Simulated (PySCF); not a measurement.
# Ni(2+): excitation energies in x2c-TZVPPall plus 1 even-tempered diffuse shell per l

Aim: the excitation energy of nickel from differences of total energies, at each level of theory, and how far each lands from the tabulated value where there is one.

Method: unrestricted determinants in a Gaussian basis, no spin-orbit coupling in the energies. Code: PySCF 2.14.0.

## Step 1: The atom as given

* Element: nickel (Z = 28)
* Basis: x2c-TZVPPall with one added diffuse shell each of s, p, d, f type (7s6p5d3f1g, 80 functions)
* Hamiltonian: scalar relativity by spin-free X2C-1e
* State 1: Ni(2+): [Ar] 3d7 4s1, high-spin 5F determinant (an excited configuration)
* State 2: Ni(2+): [Ar] 3d7 4s1, 4s spin antiparallel (an excited configuration)
* State 3: Ni(2+): [Ar] 3d7 4p1, one real determinant (an excited configuration)
* Needed too, but not shown: Ni(2+) [Ar] 3d8 (3F)
* Methods: CCSD(T)
* Core shells frozen in the correlated runs: valence: [Ar] (for Ni(2+))

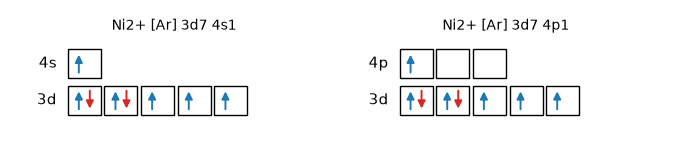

Occupation of the outer shells (arrows by Hund's rule).

The runs were made by one driver on top of PySCF. The scripts below sum up each run's settings (the driver also hands on starting orbitals that pick excited configurations, and frozen orbitals as a list rather than a count), and the logs come from the driver's own runs. The driver starts from symmetry-adapted Hartree-Fock orbitals, holds the occupation by maximum overlap and uses a logarithmic radial grid for functionals, so a plain start would take other cycles.

The integrals over 80 functions and the set-up took 0.84 s of CPU time.

## Step 2: Ni(2+) [Ar] 3d7 4s1, at CCSD(T) (valence)

CCSD(T) (valence):

Input file input.py:

```python
from pyscf import gto, scf, dft, mp, cc
import basis_set_exchange as bse
mol = gto.M(atom="Ni 0 0 0", charge=2, spin=4, symmetry="D2h",
            basis=gto.basis.parse(bse.get_basis("x2c-TZVPPall", elements=["Ni"], fmt="nwchem", augment_diffuse=1)),
            nucmod="G")
mf = scf.UHF(mol).sfx2c1e()
mf.irrep_nelec = {'Ag': (6, 4), 'B1g': (1, 1), 'B2g': (1, 0), 'B3g': (1, 0), 'B1u': (2, 2), 'B2u': (2, 2), 'B3u': (2, 2)}
mf.kernel()
mycc = cc.CCSD(mf, frozen=9).run()
mycc.ccsd_t()
```

The program printed:

```text
CC2 = 0
CCSD nocc = (np.int64(6), np.int64(2)), nmo = (71, 71)
frozen orbitals [[0, 1, 2, 3, 4, 5, 6, 7, 8], [0, 1, 2, 3, 4, 5, 6, 7, 8]]
max_cycle = 100
direct = 0
conv_tol = 1e-08
conv_tol_normt = 1e-06
diis_space = 8
diis_start_cycle = 0
Init t2, MP2 energy = -0.191238005119497
Init E_corr(UCCSD) = -0.191238005124837
cycle = 1  E_corr(UCCSD) = -0.189965774580661  dE = 0.00127223054  norm(t1,t2) = 0.025807
cycle = 2  E_corr(UCCSD) = -0.191458912317825  dE = -0.00149313774  norm(t1,t2) = 0.00705986
cycle = 3  E_corr(UCCSD) = -0.191649584643818  dE = -0.000190672326  norm(t1,t2) = 0.00311768
cycle = 4  E_corr(UCCSD) = -0.191811157321591  dE = -0.000161572678  norm(t1,t2) = 0.00109925
cycle = 5  E_corr(UCCSD) = -0.191812535460285  dE = -1.37813869e-06  norm(t1,t2) = 0.000374959
cycle = 6  E_corr(UCCSD) = -0.191812861649524  dE = -3.26189239e-07  norm(t1,t2) = 6.45003e-05
cycle = 7  E_corr(UCCSD) = -0.191813743057078  dE = -8.81407554e-07  norm(t1,t2) = 2.22856e-05
cycle = 8  E_corr(UCCSD) = -0.191813425726636  dE = 3.17330442e-07  norm(t1,t2) = 5.84358e-06
cycle = 9  E_corr(UCCSD) = -0.191813369353161  dE = 5.63734742e-08  norm(t1,t2) = 1.79023e-06
cycle = 10  E_corr(UCCSD) = -0.191813392053445  dE = -2.27002837e-08  norm(t1,t2) = 5.42582e-07
cycle = 11  E_corr(UCCSD) = -0.19181339430411  dE = -2.25066463e-09  norm(t1,t2) = 1.41355e-07
UCCSD converged
E(UCCSD) = -1518.237923250015  E_corr = -0.1918133943041098
UCCSD(T) correction = -0.00307729498612487
```

CPU time 17 s on a shared host, the integrals not counted.

CCSD correlation -0.19181 hartree, triples -0.00308; total -1518.241001. T1 = 0.006, largest double amplitude 0.014.

## Step 3: Ni(2+) [Ar] 3d7 4s1, s spin flipped: CCSD(T) (valence)

CCSD(T) (valence):

Input file input.py:

```python
from pyscf import gto, scf, dft, mp, cc
import basis_set_exchange as bse
mol = gto.M(atom="Ni 0 0 0", charge=2, spin=2, symmetry="D2h",
            basis=gto.basis.parse(bse.get_basis("x2c-TZVPPall", elements=["Ni"], fmt="nwchem", augment_diffuse=1)),
            nucmod="G")
mf = scf.UHF(mol).sfx2c1e()
mf.irrep_nelec = {'Ag': (5, 5), 'B1g': (1, 1), 'B2g': (1, 0), 'B3g': (1, 0), 'B1u': (2, 2), 'B2u': (2, 2), 'B3u': (2, 2)}
mf.kernel()
mycc = cc.CCSD(mf, frozen=9).run()
mycc.ccsd_t()
```

The program printed:

```text
CC2 = 0
CCSD nocc = (np.int64(5), np.int64(3)), nmo = (71, 71)
frozen orbitals [[0, 1, 2, 3, 4, 5, 6, 7, 8], [0, 1, 2, 3, 4, 5, 6, 7, 8]]
max_cycle = 100
direct = 0
conv_tol = 1e-08
conv_tol_normt = 1e-06
diis_space = 8
diis_start_cycle = 0
Init t2, MP2 energy = -0.192548120088921
Init E_corr(UCCSD) = -0.192548120089008
cycle = 1  E_corr(UCCSD) = -0.19187101925015  dE = 0.000677100839  norm(t1,t2) = 0.0288647
cycle = 2  E_corr(UCCSD) = -0.193614497168218  dE = -0.00174347792  norm(t1,t2) = 0.0110927
cycle = 3  E_corr(UCCSD) = -0.19405826054581  dE = -0.000443763378  norm(t1,t2) = 0.00809286
cycle = 4  E_corr(UCCSD) = -0.194424358704874  dE = -0.000366098159  norm(t1,t2) = 0.00691448
cycle = 5  E_corr(UCCSD) = -0.19511423802291  dE = -0.000689879318  norm(t1,t2) = 0.00639154
cycle = 6  E_corr(UCCSD) = -0.196025447527575  dE = -0.000911209505  norm(t1,t2) = 0.00446712
cycle = 7  E_corr(UCCSD) = -0.196288727646948  dE = -0.000263280119  norm(t1,t2) = 0.00157727
cycle = 8  E_corr(UCCSD) = -0.196316723535186  dE = -2.79958882e-05  norm(t1,t2) = 0.000583193
cycle = 9  E_corr(UCCSD) = -0.196335260575452  dE = -1.85370403e-05  norm(t1,t2) = 0.000198233
cycle = 10  E_corr(UCCSD) = -0.19633525778857  dE = 2.78688278e-09  norm(t1,t2) = 6.65577e-05
cycle = 11  E_corr(UCCSD) = -0.196334221400233  dE = 1.03638834e-06  norm(t1,t2) = 2.4096e-05
cycle = 12  E_corr(UCCSD) = -0.196334089603956  dE = 1.31796277e-07  norm(t1,t2) = 7.96217e-06
cycle = 13  E_corr(UCCSD) = -0.196334214659487  dE = -1.25055531e-07  norm(t1,t2) = 3.05148e-06
cycle = 14  E_corr(UCCSD) = -0.196334237261096  dE = -2.2601609e-08  norm(t1,t2) = 1.05611e-06
cycle = 15  E_corr(UCCSD) = -0.196334207788016  dE = 2.94730806e-08  norm(t1,t2) = 4.8892e-07
cycle = 16  E_corr(UCCSD) = -0.196334186124744  dE = 2.16632717e-08  norm(t1,t2) = 2.82827e-07
cycle = 17  E_corr(UCCSD) = -0.196334185317475  dE = 8.07269279e-10  norm(t1,t2) = 2.67765e-07
UCCSD converged
E(UCCSD) = -1518.217734784545  E_corr = -0.1963341853174747
UCCSD(T) correction = -0.00587226319873753
```

It used 24 s of CPU time after the integrals (shared host).

CCSD correlation -0.19633 hartree, triples -0.00587; total -1518.223607. T1 = 0.008, largest double amplitude 0.115.

With the s spin flipped the determinant is a mixture of two multiplicities, not a spectroscopic state.

## Step 4: Ni(2+) [Ar] 3d7 4p1: CCSD(T) (valence)

CCSD(T) (valence):

Input file input.py:

```python
from pyscf import gto, scf, dft, mp, cc
import basis_set_exchange as bse
mol = gto.M(atom="Ni 0 0 0", charge=2, spin=4, symmetry="D2h",
            basis=gto.basis.parse(bse.get_basis("x2c-TZVPPall", elements=["Ni"], fmt="nwchem", augment_diffuse=1)),
            nucmod="G")
mf = scf.UHF(mol).sfx2c1e()
mf.irrep_nelec = {'Ag': (5, 4), 'B1g': (1, 1), 'B2g': (1, 0), 'B3g': (1, 0), 'B1u': (2, 2), 'B2u': (3, 2), 'B3u': (2, 2)}
mf.kernel()
mycc = cc.CCSD(mf, frozen=9).run()
mycc.ccsd_t()
```

The program printed:

```text
CC2 = 0
CCSD nocc = (np.int64(6), np.int64(2)), nmo = (71, 71)
frozen orbitals [[0, 1, 2, 3, 4, 5, 6, 7, 8], [0, 1, 2, 3, 4, 5, 6, 7, 8]]
max_cycle = 100
direct = 0
conv_tol = 1e-08
conv_tol_normt = 1e-06
diis_space = 8
diis_start_cycle = 0
Init t2, MP2 energy = -0.184667781560487
Init E_corr(UCCSD) = -0.184667781561577
cycle = 1  E_corr(UCCSD) = -0.183943536957287  dE = 0.000724244604  norm(t1,t2) = 0.0272565
cycle = 2  E_corr(UCCSD) = -0.185420706255953  dE = -0.0014771693  norm(t1,t2) = 0.0100238
cycle = 3  E_corr(UCCSD) = -0.185793289379158  dE = -0.000372583123  norm(t1,t2) = 0.0058228
cycle = 4  E_corr(UCCSD) = -0.186021430808994  dE = -0.00022814143  norm(t1,t2) = 0.00351436
cycle = 5  E_corr(UCCSD) = -0.18609143082893  dE = -7.00000199e-05  norm(t1,t2) = 0.00277412
cycle = 6  E_corr(UCCSD) = -0.186141772941327  dE = -5.03421124e-05  norm(t1,t2) = 0.00151566
cycle = 7  E_corr(UCCSD) = -0.186153104450946  dE = -1.13315096e-05  norm(t1,t2) = 0.00818117
cycle = 8  E_corr(UCCSD) = -0.186166462327731  dE = -1.33578768e-05  norm(t1,t2) = 0.00100547
cycle = 9  E_corr(UCCSD) = -0.186161155359627  dE = 5.3069681e-06  norm(t1,t2) = 0.000709126
cycle = 10  E_corr(UCCSD) = -0.186171567000004  dE = -1.04116404e-05  norm(t1,t2) = 0.000603874
[... 11 lines left out ...]
cycle = 22  E_corr(UCCSD) = -0.18618900477238  dE = -1.84740394e-07  norm(t1,t2) = 8.17765e-06
cycle = 23  E_corr(UCCSD) = -0.186189122639555  dE = -1.17867175e-07  norm(t1,t2) = 6.76316e-06
cycle = 24  E_corr(UCCSD) = -0.186189217835539  dE = -9.51959842e-08  norm(t1,t2) = 4.96985e-06
cycle = 25  E_corr(UCCSD) = -0.186189214447588  dE = 3.3879512e-09  norm(t1,t2) = 5.62484e-06
cycle = 26  E_corr(UCCSD) = -0.18618924915993  dE = -3.4712342e-08  norm(t1,t2) = 1.19966e-05
cycle = 27  E_corr(UCCSD) = -0.18618926949789  dE = -2.03379597e-08  norm(t1,t2) = 2.29113e-06
cycle = 28  E_corr(UCCSD) = -0.186189267359882  dE = 2.13800755e-09  norm(t1,t2) = 1.7959e-06
cycle = 29  E_corr(UCCSD) = -0.18618926186003  dE = 5.49985188e-09  norm(t1,t2) = 1.41606e-06
cycle = 30  E_corr(UCCSD) = -0.186189265142727  dE = -3.28269639e-09  norm(t1,t2) = 1.13993e-06
cycle = 31  E_corr(UCCSD) = -0.186189266328637  dE = -1.18591009e-09  norm(t1,t2) = 8.10442e-07
UCCSD converged
E(UCCSD) = -1517.984227713022  E_corr = -0.186189266328637
UCCSD(T) correction = -0.00316490033509716
```

It used 33 s of CPU time after the integrals (shared host).

CCSD correlation -0.18619 hartree, triples -0.00316; total -1517.987393. T1 = 0.008, largest double amplitude 0.035.

The real determinant used has ⟨L²⟩ near 14 against 20 for a pure G term, so it mixes terms.

## Step 5: Differences of total energies

Excitation energy: Ni(2+) [Ar] 3d8 (3F) → Ni(2+) [Ar] 3d7 4s1 (5F).

| method | value (eV) | less CCSD(T) (valence) (eV) |
| --- | --- | --- |
| UHF | 5.153 | -1.361 |
| MP2 (valence) | 6.757 | +0.243 |
| SCS-MP2 (valence) | 6.898 | +0.384 |
| CCSD (valence) | 6.460 | -0.054 |
| CCSD(T) (valence) | 6.514 | +0.000 |

Excitation energy: Ni(2+) [Ar] 3d8 (3F) → Ni(2+) [Ar] 3d7 4s1, s spin flipped.

| method | value (eV) |
| --- | --- |
| UHF | 5.825 |
| MP2 (valence) | 7.394 |
| SCS-MP2 (valence) | 7.329 |

The upper determinant mixes two multiplicities, so it lies between the two terms.

Excitation energy: Ni(2+) [Ar] 3d8 (3F) → Ni(2+) [Ar] 3d7 4p1 (high-spin determinant).

| method | value (eV) | less CCSD(T) (valence) (eV) |
| --- | --- | --- |
| UHF | 11.903 | -1.512 |
| MP2 (valence) | 13.686 | +0.271 |
| SCS-MP2 (valence) | 13.777 | +0.362 |
| CCSD (valence) | 13.364 | -0.051 |
| CCSD(T) (valence) | 13.415 | +0.000 |

The differences also use runs on Ni(2+) [Ar] 3d8 (3F), which are not shown here. The runs at UHF, MP2 (valence) are not shown; their differences are listed all the same.

## Step 6: Summary of results

| quantity | value |
| --- | --- |
| excitation energy, Ni(2+) → [Ar] 3d7 4s1 | UHF 5.153, CCSD(T) (valence) 6.514 eV |
| excitation energy, Ni(2+) → [Ar] 3d7 4s1, s spin flipped | UHF 5.825, MP2 (valence) 7.394 eV |
| excitation energy, Ni(2+) → [Ar] 3d7 4p1 | UHF 11.903, CCSD(T) (valence) 13.415 eV |

Each level's miss (mean over 2 differences):

| method | mean absolute miss against CCSD(T) (valence) (eV) |
| --- | --- |
| UHF | 1.436 |
| MP2 (valence) | 0.257 |
| SCS-MP2 (valence) | 0.373 |
| CCSD (valence) | 0.052 |
| CCSD(T) (valence) | 0.000 |

In words: The coupled-cluster values of one difference were set aside by the checks on these runs and are not quoted; the lower level shown rests on the same reference and is no safer. For the first difference the methods span 1.745 eV, from UHF (5.153) to SCS-MP2 (valence) (6.898). No reference value is at hand in this session. All values hold for this basis alone; no basis-set limit was taken.
